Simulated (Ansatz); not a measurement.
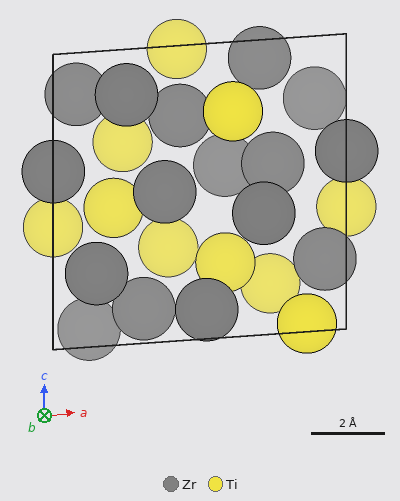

Starting frame of a dynamics run of an amorphous cell of composition Zr5Ti3 (24 atoms in the cell). Style: spheres-only. Shown: the simulation cell, along the b axis.

All numbers below come from DFT PBE, scalar-relativistic, plane waves, PAW (Ansatz 0.2.0).

Input file:
```yaml
crystal:
  lattice:
    - [8.08835, -0.071744, 0.286035]
    - [-0.071744, 7.893933, -0.006835]
    - [0.286035, -0.006835, 8.119792]
  atoms:
    - { symbol: Zr, position: [0.7188840863, 0.0655919424, 0.4118594693] }
    - { symbol: Zr, position: [0.0793061084, 0.444668424, 0.8594316457] }
    - { symbol: Zr, position: [0.8920092371, 0.7971051903, 0.789523042] }
    - { symbol: Zr, position: [0.2506482536, 0.0922702695, 0.845652979] }
    - { symbol: Zr, position: [0.1484303719, 0.0958079257, 0.2476193346] }
    - { symbol: Zr, position: [0.5858175806, 0.7363901387, 0.5841781367] }
    - { symbol: Zr, position: [0.5240496164, 0.1179815523, 0.0989386116] }
    - { symbol: Zr, position: [0.9271215272, 0.4275705039, 0.2423378696] }
    - { symbol: Zr, position: [0.0011854793, 0.1110877087, 0.6031771564] }
    - { symbol: Zr, position: [0.1230168847, 0.7790488879, 0.0612724592] }
    - { symbol: Zr, position: [0.7042021874, 0.444734683, 0.9391918258] }
    - { symbol: Zr, position: [0.3095045818, 0.461001258, 0.1171616057] }
    - { symbol: Zr, position: [0.4332250922, 0.4117922291, 0.7629750314] }
    - { symbol: Zr, position: [0.7495679548, 0.4329380438, 0.5783718976] }
    - { symbol: Zr, position: [0.3810297617, 0.1541667307, 0.5080181263] }
    - { symbol: Ti, position: [0.422042572, 0.7793045102, 0.9890825323] }
    - { symbol: Ti, position: [0.2373623366, 0.7925740866, 0.6868603565] }
    - { symbol: Ti, position: [7.07838e-05, 0.7588601714, 0.4148636299] }
    - { symbol: Ti, position: [0.8658010718, 0.1228434315, 0.0280359267] }
    - { symbol: Ti, position: [0.2066113056, 0.4875949293, 0.4659483072] }
    - { symbol: Ti, position: [0.3929935584, 0.8035116665, 0.3195195274] }
    - { symbol: Ti, position: [0.7406054077, 0.8056728777, 0.172883436] }
    - { symbol: Ti, position: [0.5877265513, 0.4600009436, 0.2543056548] }
    - { symbol: Ti, position: [0.6134115691, 0.0776353966, 0.7644667405] }
  symmetry: { detect: false }
basis:
  ecutwfc: 420
  xc_grid: 1
kpoints:
  mp_grid: { grid: [1, 1, 1], shift: [0.25, 0.25, 0.25] }
hamiltonian:
  xc: pbe
scf:
  occupations: { method: fermi_dirac, width: 0.2568 }
  lower_state_search: "off"
  convergence: { dr2_threshold: 1.0e-05 }
output:
  forces: true
  stress: true
md:
  timestep: 3.0
  n_steps: 44
  ensemble: nvt_langevin
  friction: 0.03
  temperature: 2980.0
  initial_velocities: maxwell_boltzmann
  seed: 49601
```

Launched with:
```bash
ansatz run input.yaml --threads 2 --pin off --max-ram 5120MiB --backend cpu --events-out ev --progress --plain --runs-dir out
```

### What does the trajectory do?

The mean temperature in the second half is 2859 K (standard deviation 430 K). The potential energy is still drifting at the end, so the run hasn't reached equilibrium. The potential energy in the second half lies on average 278 meV per atom above the first frame. The mean pressure there is 6.2 GPa. Root-mean-square distances from the starting positions over the second half, with the common drift of all atoms taken out: Ti 0.56 Å, Zr 0.49 Å. The run lasts only 132 fs, too short to tell vibration from diffusion.

Along the run (each row but the first and the last is the mean over the interval that it begins):

| time (fs) | potential energy (meV/atom) | T (K) | p (GPa) |
| --- | --- | --- | --- |
| 0.0 | 0.0 | 2856 | 3.1 |
| 12.0 | 22.9 | 2615 | 3.1 |
| 24.0 | 65.1 | 3154 | 3.8 |
| 36.0 | 124.3 | 2535 | 4.2 |
| 48.0 | 171.6 | 2410 | 4.8 |
| 60.0 | 198.8 | 2843 | 5.5 |
| 72.0 | 223.8 | 3341 | 6.1 |
| 84.0 | 255.2 | 3299 | 6.3 |
| 96.0 | 284.8 | 2834 | 6.2 |
| 108.0 | 319.9 | 2622 | 6.4 |
| 120.0 | 334.2 | 2238 | 6.4 |
| 132.0 | 319.4 | 2609 | 6.5 |

The paths of the atoms:

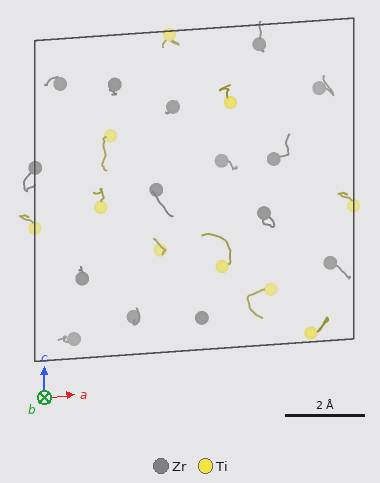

Limits of the set-up: the k-point mesh is coarse for a cell with partly filled bands; the periodic images lie only 7.9 Å apart, so the values are limited by the cell's size.
